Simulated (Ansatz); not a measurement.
**CaCo3: relaxing a made-up structure**

This structure for CaCo3 is made up. Its elements were placed in a known structure type with a cell scaled to their sizes. What cell does the guess relax to, and how far off was it?

Calculated with Ansatz 0.2.0; DFT, PBEsol, plane-wave PAW, files of the set soft_1, scalar-relativistic, ferromagnetic start, cell and ions relaxed at zero pressure; PAW set soft_1, in the first sound run; inputs show where later runs differ.

## (1) The starting structure

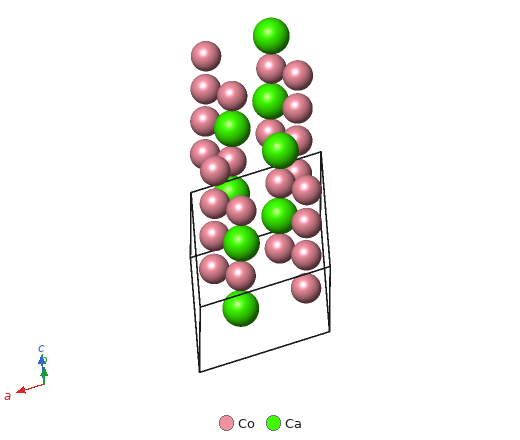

The cell as given, from a free direction (cobalt pink, calcium green). 1×2×2 cells are drawn.

## (2) Relaxing cell and atoms

The guess takes its coordinates from another compound and its volume from a rule, so the cell and any free coordinates are relaxed together.

File input.yaml:

```yaml
crystal:
  lattice:
    - [5.591, 0.0, 0.0]
    - [-2.7955, 4.841948033, 0.0]
    - [0.0, 0.0, 4.752]
  atoms:
    - { symbol: Co, position: [0.32969999, 0.164849995, 0.75], spin: 2.0 }
    - { symbol: Co, position: [0.835150005, 0.164849995, 0.75], spin: 2.0 }
    - { symbol: Co, position: [0.835150005, 0.67030001, 0.75], spin: 2.0 }
    - { symbol: Co, position: [0.67030001, 0.835150005, 0.25], spin: 2.0 }
    - { symbol: Co, position: [0.164849995, 0.835150005, 0.25], spin: 2.0 }
    - { symbol: Co, position: [0.164849995, 0.32969999, 0.25], spin: 2.0 }
    - { symbol: Ca, position: [0.666666667, 0.333333333, 0.25] }
    - { symbol: Ca, position: [0.333333333, 0.666666667, 0.75] }
magnetization:
  spin_polarized: true
kpoints:
  mp_grid: { grid: [6, 6, 6] }
scf:
  occupations: { method: fermi_dirac, width: 0.05 }
hamiltonian:
  xc: pbesol
  pseudopotentials: { kind: paw, azcp: { folder: soft_1 }, xc_functional: pbe }
relax:
  f_tol: 0.015
  max_steps: 70
  cell: {}
output:
  forces: true
  stress: true
```

Started as:

```console
$ ansatz run input.yaml --threads 4 --pin off --max-ram 10240MiB --backend cpu --events-out ev --progress --plain --runs-dir out
```

Numbers of over 12 decimals in the logs are rounded to 6 here.

Log:

```text
Engine: ansatz 0.2.0, x86_64-unknown-linux-gnu
Pseudopotentials: kind: paw
Pseudopotential: Co, paw, valence charge 17, recommended cutoff 420 eV (normal), soft_1/Co.paw.azcp
Pseudopotential: Ca, paw, valence charge 10, recommended cutoff 420 eV (normal), soft_1/Ca.paw.azcp
Functional definition: PBEsol
  exchange = pbesol_x
  correlation = pbesol_c
Crystal: 8 atoms, lattice volume = 128.643 Å³
Basis set: ecut = 420 eV, 2535 PW (Γ), exchange–correlation on 80×80×64 points (8 copies of the dense FFT grid, shifted against one another)
Bands: 81, of which v1, the nominal top of the filled ones, is band 61 counted from 1 (60 counted from 0)
Symmetry: 24 space group operations
Space group: P63/mmc (ITA 194), of the structure as read, at distance tolerance 5.0e-5 Å
Magnetic group: BNS 194.263 (UNI 1493), of the structure as read, at distance tolerance 5.0e-5 Å
k-points: 28 of 216
Non-local potential: Co, projectors of the file, l = 0: 3, l = 1: 2, l = 2: 3, l = 3: 1
Non-local potential: Ca, projectors of the file, l = 0: 3, l = 1: 2, l = 2: 2
PAW form: soft (Blöchl's): semilocal exchange-correlation on the pseudo side does not see the compensation charge
PAW frozen core: Co, regenerated for the run's functional, and the local potential with it (the file was generated under x = pbe(κ = 0.804, μ = 0.219515), c = pbe(β = 0.066725))
PAW frozen core: Ca, regenerated for the run's functional, and the local potential with it (the file was generated under x = pbe(κ = 0.804, μ = 0.219515), c = pbe(β = 0.066725))
PAW one-centre angular grid: Co, 590 points (default); XC on 64 Gauss nodes
PAW one-centre angular grid: Ca, 110 points (default); XC on 64 Gauss nodes
Initial density: superposition of atomic densities (chi_scale 0.1, normalization cell, long waves kept (reshape's long-wave potential 0.00 eV rms))
Starting moments: Σ|m| = 12 μB on 6 of 8 sites
Initial wavefunctions: pseudopotential atomic-orbital guess
Functional: x = pbesol(κ = 0.804, μ = 0.123457), c = pbesol(β = 0.046)
SCF iter   1: F=—  HF=-34143.823958 eV  |F-HF|=—  |Δ(HF+E_count)|=         —  Δρ=8.57e-2 (↑6.03e-2 ↓8.57e-2)  dr2=2.84e1  dr2_m=2.65e-1  M=10.962 μB ∫|m|=12.350 μB  β_m=0.30  ethr=3.10e-3  ⟨swp⟩=6.3  Hψ=18676  notcnv=0  defer=44
Mixer restart at iter 1: flushing history
preconditioner: auto → Kerker (q_TF=auto, 2.704 Å⁻¹)  [metal: Δε(μ)=0.003 eV  Ē_g=8.263 eV  σ=0.050 eV  W_gap=0.01  n_scr=46 (ndim 8)  ℏωp=27.4 eV  f_vac=0.000  D(μ)=10.90/eV (n_scr^D=136)]
spin=Collinear: Kerker preconditioning applied to the charge; magnetization (m = ρ↑ − ρ↓) channel mixes plain (no charge-response kernel on spin).
SCF iter   2: F=—  HF=-34136.282270 eV  |F-HF|=—  |Δ(HF+E_count)|=    7.54e0  Δρ=2.04e-2 (↑2.04e-2 ↓1.87e-2)  dr2=2.67e0  dr2_m=1.60e-1  M=10.622 μB ∫|m|=12.130 μB  β_m=0.31  ethr=3.10e-3  ⟨swp⟩=3.1  Hψ=9519  notcnv=0  defer=389
SCF iter   3: F=—  HF=-34136.874862 eV  |F-HF|=—  |Δ(HF+E_count)|=   5.93e-1  Δρ=1.77e-2 (↑1.77e-2 ↓1.40e-2)  dr2=1.28e0  dr2_m=5.59e-2  M=10.414 μB ∫|m|=11.984 μB  β_m=0.65  ethr=2.19e-3  ⟨swp⟩=2.1  Hψ=5768  notcnv=0  defer=412
SCF iter   4: F=—  HF=-34138.919410 eV  |F-HF|=—  |Δ(HF+E_count)|=    2.04e0  Δρ=2.45e-2 (↑1.87e-2 ↓2.45e-2)  dr2=1.39e0  dr2_m=2.20e-2  M=9.943 μB ∫|m|=11.519 μB  β_m=0.83  ethr=1.05e-3  ⟨swp⟩=2.6  Hψ=6680  notcnv=0  defer=412
SCF iter   5: F=—  HF=-34139.666229 eV  |F-HF|=—  |Δ(HF+E_count)|=   7.47e-1  Δρ=3.25e-3 (↑3.25e-3 ↓3.01e-3)  dr2=1.21e-2  dr2_m=8.94e-3  M=9.495 μB ∫|m|=11.064 μB  β_m=0.89  ethr=1.05e-3  ⟨swp⟩=2.5  Hψ=7039  notcnv=0  defer=414
SCF iter   6: F=—  HF=-34139.686550 eV  |F-HF|=—  |Δ(HF+E_count)|=         —  Δρ=4.97e-3 (↑2.32e-3 ↓4.97e-3)  dr2=1.23e-2  dr2_m=1.50e-2  M=9.265 μB ∫|m|=10.872 μB  β_m=0.89  ethr=9.91e-6  ⟨swp⟩=2.1  Hψ=7835  notcnv=0  defer=458
Mixer restart at iter 6: flushing history
SCF iter   7: F=—  HF=-34139.695574 eV  |F-HF|=—  |Δ(HF+E_count)|=   9.02e-3  Δρ=1.85e-3 (↑1.85e-3 ↓1.27e-3)  dr2=1.70e-3  dr2_m=2.43e-3  M=9.204 μB ∫|m|=10.826 μB  β_m=0.94  ethr=9.91e-6  ⟨swp⟩=2.0  Hψ=6814  notcnv=0  defer=458
SCF iter   8: F=—  HF=-34139.698799 eV  |F-HF|=—  |Δ(HF+E_count)|=   3.23e-3  Δρ=2.81e-3 (↑2.04e-3 ↓2.81e-3)  dr2=2.01e-2  dr2_m=2.10e-4  M=9.164 μB ∫|m|=10.791 μB  β_m=0.68  ethr=1.39e-6  ⟨swp⟩=2.0  Hψ=8615  notcnv=0  defer=458  recentre
SCF iter   9: F=—  HF=-34139.693553 eV  |F-HF|=—  |Δ(HF+E_count)|=   5.25e-3  Δρ=5.56e-4 (↑3.70e-4 ↓5.56e-4)  dr2=4.45e-4  dr2_m=2.15e-5  M=9.172 μB ∫|m|=10.803 μB  β_m=0.84  ethr=1.39e-6  ⟨swp⟩=2.0  Hψ=8616  notcnv=0  defer=458
SCF iter  10: F=—  HF=-34139.693833 eV  |F-HF|=—  |Δ(HF+E_count)|=   2.80e-4  Δρ=3.64e-4 (↑1.96e-4 ↓3.64e-4)  dr2=2.17e-4  dr2_m=1.00e-5  M=9.185 μB ∫|m|=10.816 μB  β_m=0.92  ethr=3.65e-7  ⟨swp⟩=2.0  Hψ=6058  notcnv=0  defer=458
SCF iter  11: F=—  HF=-34139.693830 eV  |F-HF|=—  |Δ(HF+E_count)|=   2.56e-6  Δρ=7.30e-5 (↑4.05e-5 ↓7.30e-5)  dr2=1.33e-5  dr2_m=4.45e-7  M=9.186 μB ∫|m|=10.819 μB  β_m=0.96  ethr=1.78e-7  ⟨swp⟩=2.0  Hψ=6063  notcnv=0  defer=458
SCF iter  12: F=—  HF=-34139.693831 eV  |F-HF|=—  |Δ(HF+E_count)|=   1.18e-6  Δρ=1.53e-5 (↑1.12e-5 ↓1.53e-5)  dr2=7.41e-7  dr2_m=9.25e-9  M=9.186 μB ∫|m|=10.819 μB  β_m=0.97  ethr=1.09e-8  ⟨swp⟩=2.0  Hψ=5755  notcnv=0  defer=458
SCF iter  13: F=—  HF=-34139.693831 eV  |F-HF|=—  |Δ(HF+E_count)|=   1.02e-7  Δρ=1.90e-6 (↑8.53e-7 ↓1.90e-6)  dr2=5.98e-9  dr2_m=8.56e-10  M=9.186 μB ∫|m|=10.819 μB  β_m=0.96  ethr=6.08e-10  ⟨swp⟩=2.0  Hψ=6108  notcnv=0  defer=458
SCF iter  14: F=-34139.693831 eV  HF=-34139.693831 eV  |F-HF|=8.27e-9  |Δ(HF+E_count)|=   1.83e-9  Δρ=2.49e-6 (↑7.77e-7 ↓2.49e-6)  dr2=1.06e-8  dr2_m=9.65e-10  M=9.186 μB ∫|m|=10.819 μB  ethr=4.90e-12  ⟨swp⟩=1.3  Hψ=12993  notcnv=0
SCF 1 converged in 14 iterations: F = -34139.693831 eV  dr2 = 1.06e-8
  greatest PAW one-centre occupation: 1.002 electrons in one spin orbital (limit 2), on the Co atom at site 3 (counted from 0), in its partial waves of l = 1
relax step   1: F+E_penalty+E_count = -34139.69383107 eV  Δ(F+E_penalty+E_count) = +0.000e0 eV  max|allowed force component| = 7.499e-1 eV/Å  Δτ_max = 0.0000 Å  P = -12.251 GPa  Ω = 128.643 Å³  (14 SCF iters, dr2 threshold 1.00e-7 eV, accepted)
Crystal: 8 atoms, lattice volume = 111.927 Å³
Basis set: ecut = 420 eV, 2205 PW (Γ), exchange–correlation on 80×80×64 points (8 copies of the dense FFT grid, shifted against one another)
Initial density: handed on by an earlier stage of this run
Starting moments: Σ|m| = 12 μB on 6 of 8 sites; this step starts from the density that it was given
Initial wavefunctions: those handed on with the density
[...]
relax step  10: F+E_penalty+E_count = -34142.49636999 eV  Δ(F+E_penalty+E_count) = -8.724e-5 eV  max|allowed force component| = 3.211e-3 eV/Å  Δτ_max = 0.0005 Å  P = +0.014 GPa  Ω = 128.836 Å³  energy of the carried Pulay correction = -6.565e-5 eV  (7 SCF iters, dr2 threshold 1.76e-7 eV, accepted)
relax step  11: F+E_penalty+E_count = -34142.51628096 eV  Δ(F+E_penalty+E_count) = -1.991e-2 eV  max|allowed force component| = 1.423e-2 eV/Å  Δτ_max = 0.0000 Å  P = +0.362 GPa  Ω = 128.836 Å³  stress off target by 5.29e-1 GPa  SCF on the basis re-selected at this cell (its energy is not comparable with the rows above)  (11 SCF iters)
relax step  12: F+E_penalty+E_count = -34142.51874344 eV  Δ(F+E_penalty+E_count) = -2.462e-3 eV  max|allowed force component| = 4.800e-3 eV/Å  Δτ_max = 0.0062 Å  P = +0.100 GPa  Ω = 129.921 Å³  energy of the carried Pulay correction = -5.236e-4 eV  (8 SCF iters, dr2 threshold 6.99e-7 eV, accepted)
relax step  13: F+E_penalty+E_count = -34142.51871790 eV  Δ(F+E_penalty+E_count) = +2.554e-5 eV  max|allowed force component| = 4.041e-4 eV/Å  Δτ_max = 0.0008 Å  P = +0.004 GPa  Ω = 130.151 Å³  energy of the carried Pulay correction = -6.401e-4 eV  (7 SCF iters, dr2 threshold 3.92e-8 eV, accepted)
iter 1 solved again at ethr=2.20e-6 eV; its pass at ethr=3.10e-3 eV (dr2=2.68e-3 eV) is discarded
SCF iter   1: F=—  HF=-34142.519333 eV  |F-HF|=—  |Δ(HF+E_count)|=         —  Δρ=5.54e-5 (↑5.54e-5 ↓4.69e-5)  dr2=1.24e-6  dr2_m=1.11e-7  M=9.348 μB ∫|m|=10.693 μB  β_m=0.65  ethr=2.20e-6  ⟨swp⟩=2.5  Hψ=27799  notcnv=0
eigensolver tolerance schedule: the retry pair's looser diagonalisation over-reported the residual by 2168.34 of it (diagonalisation noise at an unbounded share of the residual, at the tolerance the schedule requests for it); recorded, not acted on — ethr = c·dr2/N_el stays at c = 1.0e-1
preconditioner: auto → Kerker (q_TF=auto, 2.068 Å⁻¹)  [metal: Δε(μ)=0.012 eV  Ē_g=8.850 eV  σ=0.050 eV  W_gap=0.06  n_scr=26 (ndim 8)  ℏωp=27.2 eV  f_vac=0.000  D(μ)=11.63/eV (n_scr^D=148)]
spin=Collinear: Kerker preconditioning applied to the charge; magnetization (m = ρ↑ − ρ↓) channel mixes plain (no charge-response kernel on spin).
SCF iter   2: F=—  HF=-34142.519346 eV  |F-HF|=—  |Δ(HF+E_count)|=   1.29e-5  Δρ=2.01e-5 (↑2.01e-5 ↓1.57e-5)  dr2=6.26e-8  dr2_m=1.25e-8  M=9.348 μB ∫|m|=10.693 μB  β_m=0.56  ethr=1.01e-9  ⟨swp⟩=3.0  Hψ=9471  notcnv=0
SCF iter   3: F=—  HF=-34142.519347 eV  |F-HF|=—  |Δ(HF+E_count)|=   1.67e-6  Δρ=6.84e-6 (↑6.84e-6 ↓4.77e-6)  dr2=2.08e-8  dr2_m=3.03e-9  M=9.348 μB ∫|m|=10.693 μB  β_m=0.51  ethr=5.13e-11  ⟨swp⟩=2.0  Hψ=8132  notcnv=0
SCF iter   4: F=—  HF=-34142.519348 eV  |F-HF|=—  |Δ(HF+E_count)|=   1.39e-7  Δρ=4.41e-6 (↑2.54e-6 ↓4.41e-6)  dr2=2.62e-8  dr2_m=3.12e-9  M=9.348 μB ∫|m|=10.693 μB  β_m=0.76  ethr=1.70e-11  ⟨swp⟩=2.4  Hψ=7533  notcnv=0
SCF iter   5: F=—  HF=-34142.519348 eV  |F-HF|=—  |Δ(HF+E_count)|=   1.21e-7  Δρ=3.26e-6 (↑5.61e-7 ↓3.26e-6)  dr2=2.13e-8  dr2_m=2.38e-9  M=9.348 μB ∫|m|=10.694 μB  β_m=0.88  ethr=1.70e-11  ⟨swp⟩=2.0  Hψ=6134  notcnv=0
SCF iter   6: F=—  HF=-34142.519348 eV  |F-HF|=—  |Δ(HF+E_count)|=   3.80e-8  Δρ=1.29e-6 (↑2.60e-7 ↓1.29e-6)  dr2=3.82e-9  dr2_m=3.68e-10  M=9.348 μB ∫|m|=10.694 μB  β_m=0.94  ethr=1.70e-11  ⟨swp⟩=2.0  Hψ=6168  notcnv=0
SCF iter   7: F=—  HF=-34142.519348 eV  |F-HF|=—  |Δ(HF+E_count)|=   6.13e-8  Δρ=2.35e-7 (↑1.00e-7 ↓2.35e-7)  dr2=1.34e-10  dr2_m=6.91e-12  M=9.348 μB ∫|m|=10.694 μB  β_m=0.96  ethr=3.14e-12  ⟨swp⟩=2.0  Hψ=6170  notcnv=0
SCF iter   8: F=—  HF=-34142.519348 eV  |F-HF|=—  |Δ(HF+E_count)|=  3.64e-11  Δρ=1.06e-7 (↑2.42e-8 ↓1.06e-7)  dr2=2.17e-11  dr2_m=2.23e-12  M=9.348 μB ∫|m|=10.694 μB  β_m=0.98  ethr=1.00e-12  ⟨swp⟩=1.9  Hψ=5359  notcnv=0
SCF iter   9: F=-34142.519348 eV  HF=-34142.519348 eV  |F-HF|=2.91e-11  |Δ(HF+E_count)|=  2.18e-11  Δρ=1.02e-7 (↑3.50e-8 ↓1.02e-7)  dr2=2.57e-11  dr2_m=1.42e-12  M=9.348 μB ∫|m|=10.694 μB  ethr=1.00e-12  ⟨swp⟩=2.8  Hψ=14005  notcnv=0
SCF 14 converged in 9 iterations: F = -34142.519348 eV  dr2 = 2.57e-11
relax step  14: F+E_penalty+E_count = -34142.51934784 eV  Δ(F+E_penalty+E_count) = -6.299e-4 eV  max|allowed force component| = 1.537e-4 eV/Å  Δτ_max = 0.0000 Å  P = -0.004 GPa  Ω = 130.151 Å³  stress off target by 6.94e-3 GPa  SCF on the basis re-selected at this cell (its energy is not comparable with the rows above)  (9 SCF iters)
basis re-selected at this cell: Δ(F+E_penalty+E_count) = -6.299e-4 eV, ΔP = -0.007 GPa vs the last step (what re-selecting the basis moved, of the pressure what is left beyond the Pulay correction that the steps carried, after the strain that the cell walked since its last selection, with what the two solves' SCF thresholds leave and, on support functions, any second-order correction that the steps lacked; it is no m [...]
SCF converged after 9 iterations
Magnetization: 9.3483 μB (65.6742 up, 56.3258 down)
Absolute magnetization: 10.6998 μB (∫|ρ↑−ρ↓|, with the PAW one-centre terms)
Spin contamination: 0.3264 ħ² per cell (⟨S²⟩ above its minimum at these occupations)
Per-site moments (μB) at R_I (Å): [(1.642291, 0.960148), (1.642291, 0.960148), (1.642291, 0.960148), (1.642291, 0.960148), (1.642291, 0.960148), (1.642291, 0.960148), (-0.079934, 1.224907), (-0.079934, 1.224907)]
Free energy (F): -34142.519348 eV
Harris-Foulkes:  -34142.519348 eV  (|F-HF|=2.91e-11)
Internal energy: -34142.424376 eV  (E = F + TS)
E sigma→0 (E₀):  -34142.471862 eV
Entropy (-TS):   -0.094971 eV (-11.871 meV/atom)
Fermi energy:    12.262467 eV
--- Per-component energies (eV) ---
  E_band       = -2283.117610
  E_kinetic    = 2263.716663
  E_local      = -25660.944181  (includes V_loc(G=0)·N_el)
  E_nonlocal   = 2811.186402
  E_hartree    = 11401.322159
  E_xc         = -799.638831
  E_vxc        = -1021.757625  (∫ρ·V_xc dr)
  E_paw        = -10927.519022  (= ΣΔE_a)
  E_vpaw       = -3477.962026  (= ΣTr[D̂ρ^β])
  E_aug_tail   = -0.000120  (compensation charges beyond the density's cutoff)
  E_ewald      = -13231.915553
  E_core_change = 1.368107  (= ΣΔE_core)
  E_smearing   = -0.094971  (= −TS)
  E_closure    = 0.000000  (closes the sum)
  Σ components = -34142.519348   (vs F -34142.519348, Δ=0.00e0)
--- Forces (eV/Å), atoms counted from 1 ---
  atom   1  Co     0.00013310     0.00007685    -0.00000000
  atom   2  Co    -0.00013310     0.00007685     0.00000000
  atom   3  Co    -0.00000000    -0.00015369     0.00000000
  atom   4  Co    -0.00013310    -0.00007685     0.00000000
  atom   5  Co     0.00013310    -0.00007685     0.00000000
  atom   6  Co     0.00000000     0.00015369    -0.00000000
  atom   7  Ca     0.00000000    -0.00000000    -0.00000000
  atom   8  Ca     0.00000000     0.00000000     0.00000000
  max |Σ_I F_I| component: 6.67e-18 eV/Å
--- Stress (GPa, compression-positive) ---
       -0.001877      -0.000000       0.000000
       -0.000000      -0.001877       0.000000
        0.000000       0.000000      -0.006939
  P = ⅓ Tr σ = -0.0036 GPa (-0.036 kbar)
--- Relaxed structure (12 steps of the walk, 12 accepted, 2 SCFs on fresh bases) ---
  F+E_penalty+E_count = -34142.51934784 eV   max|allowed force component| = 1.537e-4 eV/Å   (the final SCF, on the basis selected at the relaxed cell)
  cell:  # Å, volume = 130.1508 Å³
    - [6.178144, 0, 0.0]
    - [-3.089072, 5.350430, 0.0]
    - [0.0, 0.0, 3.937313]
  atoms:
    - { symbol: Co, position: [0.251168, 0.125584, 0.750000] }
    - { symbol: Co, position: [0.874416, 0.125584, 0.750000] }
    - { symbol: Co, position: [0.874416, 0.748832, 0.750000] }
    - { symbol: Co, position: [0.748832, 0.874416, 0.25] }
    - { symbol: Co, position: [0.125584, 0.874416, 0.25] }
    - { symbol: Co, position: [0.125584, 0.251168, 0.25] }
    - { symbol: Ca, position: [0.666667, 0.333333, 0.25] }
    - { symbol: Ca, position: [0.333333, 0.666667, 0.750000] }
```

The job ended after 2.3 min (4 threads of Intel Xeon Platinum 8488C (Sapphire Rapids), shared host; peak memory 0.91 GiB).

Relaxation path:

```csv
step,energy less that of the first step (eV),largest force component (eV/Å),pressure (GPa),volume (Å³)
1,0.0000,0.7499,-12.25,128.64
2,-1.0934,0.8177,-1.64,111.93
3,-1.5431,0.4790,13.91,105.54
4,-2.0647,0.2294,4.40,112.47
5,-2.4908,0.5202,4.63,119.88
6,-2.7476,0.2331,1.99,125.58
7,-2.7713,0.0968,-0.43,131.45
8,-2.7996,0.1167,-0.65,129.03
9,-2.8025,0.0026,0.17,128.62
10,-2.8025,0.0032,0.01,128.84
11*,-2.8224,0.0142,0.36,128.84
12,-2.8249,0.0048,0.10,129.92
13,-2.8249,0.0004,0.00,130.15
14*,-2.8255,0.0002,0.00,130.15
```

Relaxation steps marked * repeat the geometry before them on a plane-wave basis chosen anew for their cell, so energy and pressure can jump there.

The run keeps the 24 symmetry operations that it works with, so distortions that break them were not tested.

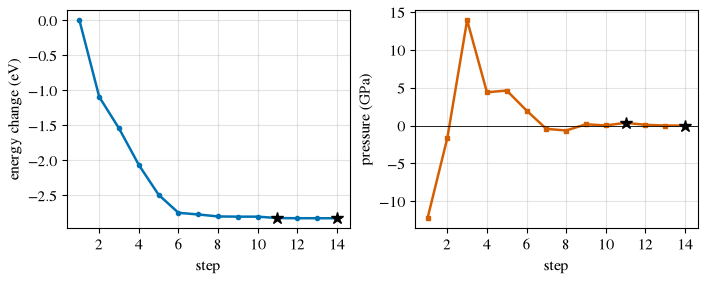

Energy and pressure along the relaxation. Stars mark steps on a basis chosen anew.

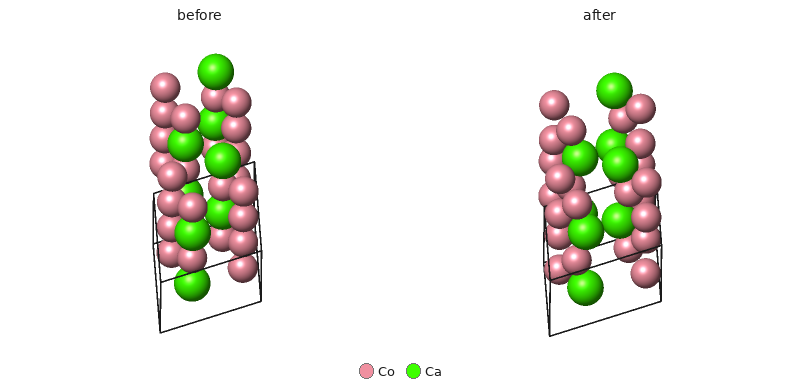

Before and after, at one scale.

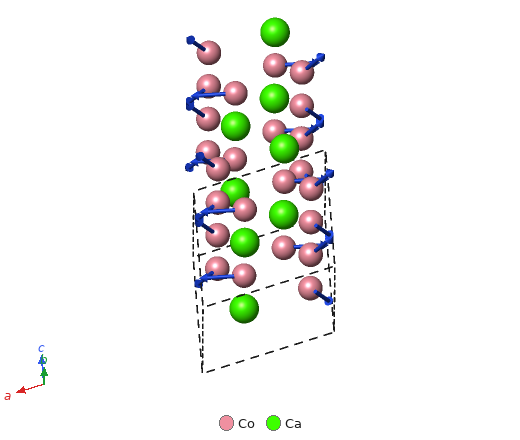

Displacements in the relaxation, exaggerated, measured against the changing cell; the longest in the cell stands for 0.42 Å. 1×2×2 cells are drawn.

```csv
cell as run,before,after,change
a (Å),5.591,6.178,+10.5 %
b (Å),5.591,6.178,+10.5 %
c (Å),4.752,3.937,-17.1 %
volume (Å³/atom),16.08,16.27,+1.2 %
```

The atoms that moved most (Å, as changes of fractional coordinates times the final cell):

```csv
atom,dx,dy,dz,length
Co2,0.364,-0.210,0.000,0.420
Co5,-0.364,0.210,0.000,0.420
Co4,0.364,0.210,0.000,0.420
Co1,-0.364,-0.210,0.000,0.420
Co6,0.000,-0.420,0.000,0.420
Co3,0.000,0.420,0.000,0.420
```

Numbers from this step:

```yaml
free_energy: -34142.5193 eV
energy_at_zero_smearing: -34142.4719 eV
smearing_term_ts: 0.09497 eV
fermi_energy: 12.26 eV
magnetization: 9.348 μB
absolute_magnetization: 10.70 μB
site_moments: 1.642, 1.642, 1.642, 1.642, 1.642, 1.642, -0.07993, -0.07993 μB
electrons: 122
symmetry_operations: 24
pressure: -0.003564 GPa
```

Site moment by atom:

```csv
atom,site moment (μB)
Co1,1.64
Co2,1.64
Co3,1.64
Co4,1.64
Co5,1.64
Co6,1.64
Ca7,-0.08
Ca8,-0.08
```

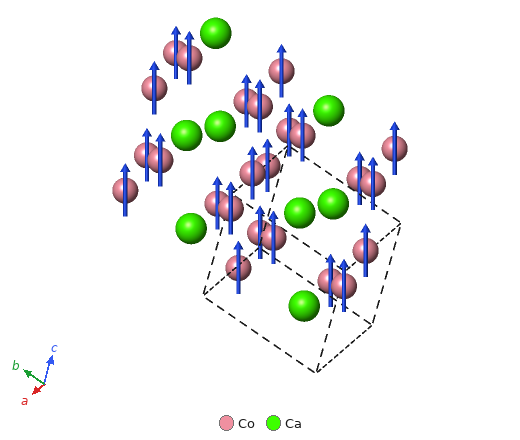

Site moment as arrows, the longest 1.64 μB. Up and down stand for the sign. Arrows give size and sign along the axis of quantisation, drawn up and down the page. 1×2×2 cells are drawn.

Shortest distances by pair of elements, guess and relaxed (not always the same contact):

```csv
pair,guess (Å),relaxed (Å)
Co–Co,2.765,2.328
Ca–Co,2.796,2.969
Ca–Ca,4.008,3.937
```

The relaxation ends with a largest force component of 1.5e-4 eV/Å and a pressure of 0.00 GPa.

(Continued in part 2 of 2.)

[Logs are printed without paths, hosts, clocks, repeated set-up lines and the standing remarks that a program may print on its own settings, such as how far it seeks lower states.]

[Hosts, paths, dates, database ids (printed as entryN), source tags and the programs' standing remarks are cut or masked in the printed files.]
